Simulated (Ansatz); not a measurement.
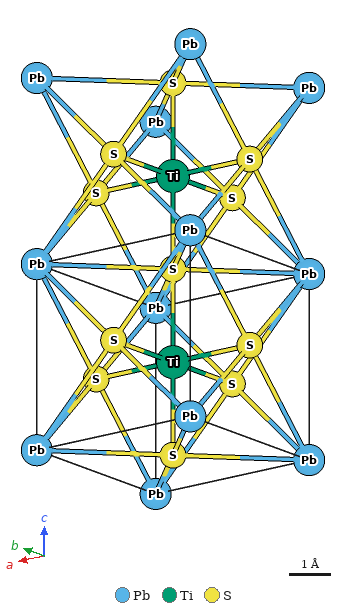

Reference structure: a crystal of TiPbS3 (built on the cubic perovskite type) at its r2SCAN-relaxed geometry. The picture is a ball-and-stick view of the cell of the calculation, repeated 1 × 1 × 2 with one cell outlined, seen from a free direction.

All numbers below come from Ansatz, DFT, HSE06, plane waves, PAW. (plane-wave cutoff 420 eV; k-point mesh 4 × 4 × 4; occupations fermi dirac; smearing width 0.02 eV; no spin polarisation)

The variant: All lengths are scaled by −4.0 % (volume −11.5 %). The atoms were relaxed with r2SCAN under that strain, and this is a single point on that geometry.

The input:
```yaml
crystal:
  lattice:
    - [4.5673180491, 0.0, 0.0]
    - [0.0, 4.5673180491, 0.0]
    - [0.0, 0.0, 4.5673180491]
  atoms:
    - { symbol: Pb, position: [0.0, 0.0, 0.0] }
    - { symbol: Ti, position: [0.5, 0.5, 0.5] }
    - { symbol: S, position: [0.5, 0.5, 0.0] }
    - { symbol: S, position: [0.5, 0.0, 0.5] }
    - { symbol: S, position: [0.0, 0.5, 0.5] }
kpoints:
  mp_grid: { grid: [4, 4, 4] }
  band_path:
    path: [[0.0, 0.0, 0.0], [0.0, 0.5, 0.0], [0.5, 0.5, 0.0], [0.5, 0.5, 0.5]]
    npoints: 1
hamiltonian:
  xc: hse06
scf:
  occupations: { method: fermi_dirac, width: 0.02 }
  n_extra_bands: 5
output:
  forces: true
  stress: true
  eigenvalues: true
```

Q: What does the calculation give for the changed structure?

A: The energy rises by 80.3 meV per atom. The pressure goes from −0.8 to 12.2 GPa. All forces vanish by symmetry. Among the bonded contacts that change: Pb–S 3.364 → 3.230 Å, S–Ti 2.379 → 2.284 Å. The space group stays Pm-3m (No. 221).

The changed structure in the same view:

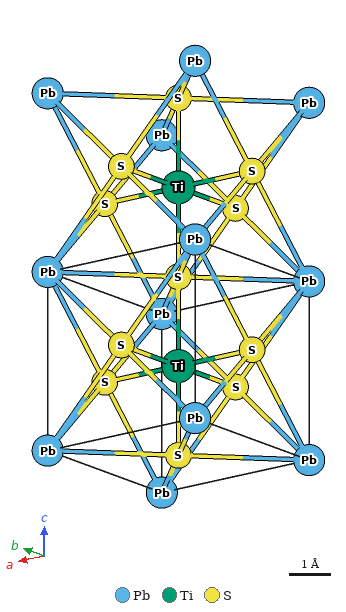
